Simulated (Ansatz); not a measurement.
```yaml
atoms:
  - { symbol: Si, position_ang: [-1.0175, 0.4763, -0.3733] }
  - { symbol: Cl, position_ang: [2.3780, -1.6690, 1.1055] }
  - { symbol: Cl, position_ang: [-0.8763, -1.2274, -1.4592] }
  - { symbol: Cl, position_ang: [-1.4021, 0.0349, 1.5652] }
  - { symbol: H, position_ang: [-2.0849, 1.3289, -0.9149] }
  - { symbol: H, position_ang: [2.1119, -0.5274, 0.5814] }
  - { symbol: Br, position_ang: [0.8909, 1.5838, -0.5047] }
```

The product side of a reaction path; geometry: PBE0-D4/def2-TZVP.

These are results of Ansatz 0.2.0, RKS PBE0-D4/def2-TZVPP, not measurements.

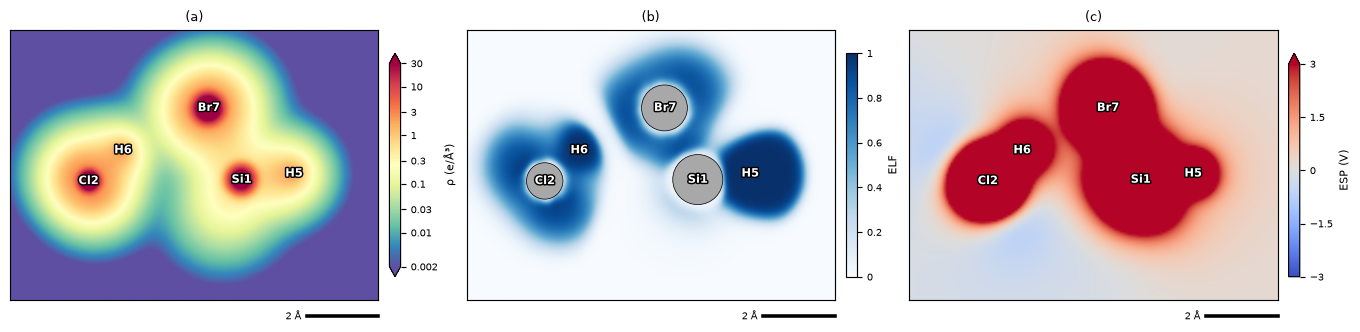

BrCl₂HSi···HCl. (a) electron density; (b) ELF; (c) molecular electrostatic potential on the plane of atoms H5, Si1 and Br7. Grey discs cover the atomic cores in the ELF map.

**Read the bonding off the picture.**

Atoms in the plane: Si, Cl, H and Br.
Br7···H6 (2.67 Å): the density falls to about 0.08 e/Å³ on the way; the ELF dips to about 0.05 between them; a weak contact between the two molecules.
Si–Br (2.21 Å): ρ is about 0.8 e/Å³ halfway; the ELF peaks at about 0.85 between the atoms (a polar covalent bond).
Cl–H (1.28 Å): the density is about 2 e/Å³ at the midpoint; the ELF climbs to about 1 towards the hydrogen, as it does in any bond to H.
Si–H (1.47 Å): the density is about 0.87 e/Å³ at the midpoint; the ELF climbs to about 1 towards the hydrogen.
The ELF also peaks beside Cl2 and Br7, away from the bonds: lone-pair regions.
Outside the dense part of the complex the potential is most negative (−0.6 V) near Cl2.
